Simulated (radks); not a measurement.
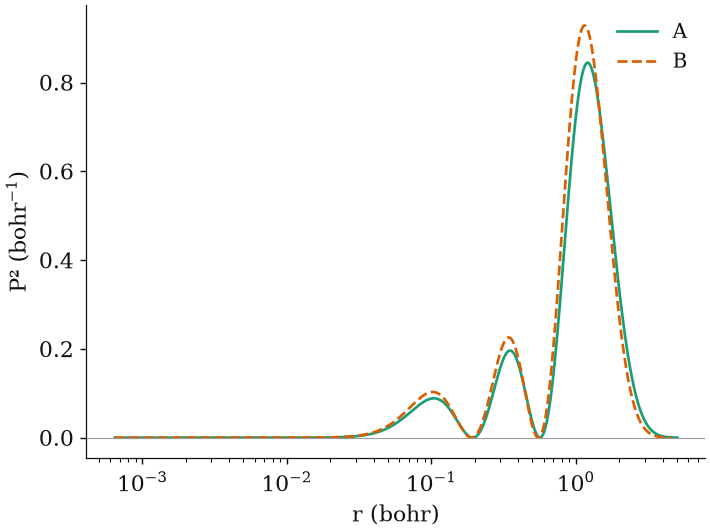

Two charge states of platinum were computed: Pt³⁺ in [Xe] 4f14 5d7 (5d3/2: 4, 5d5/2: 3); Pt⁴⁺ in 1s1 2s2 2p6 3s2 3p6 3d10 4s2 4p6 4d10 4f14 5s2 5p6 5d7 (5d3/2: 4, 5d5/2: 3). Method: Dirac Kohn-Sham, PBEsol, spin-unpolarised, spherical densities, point nucleus; computed with the in-house radial solver radks.

The plot shows P² of the 5d3/2 orbital in both runs (large components where relativistic).

Q: Assign A and B.

Answer: A is Pt³⁺ in [Xe] 4f14 5d7 (5d3/2: 4, 5d5/2: 3) (⟨r⟩ = 1.46 bohr, eigenvalue −39.6 eV); B is Pt⁴⁺ in 1s1 2s2 2p6 3s2 3p6 3d10 4s2 4p6 4d10 4f14 5s2 5p6 5d7 (5d3/2: 4, 5d5/2: 3) (⟨r⟩ = 1.36 bohr, eigenvalue −56.0 eV). Fewer electrons screen less, so the orbital shrinks.
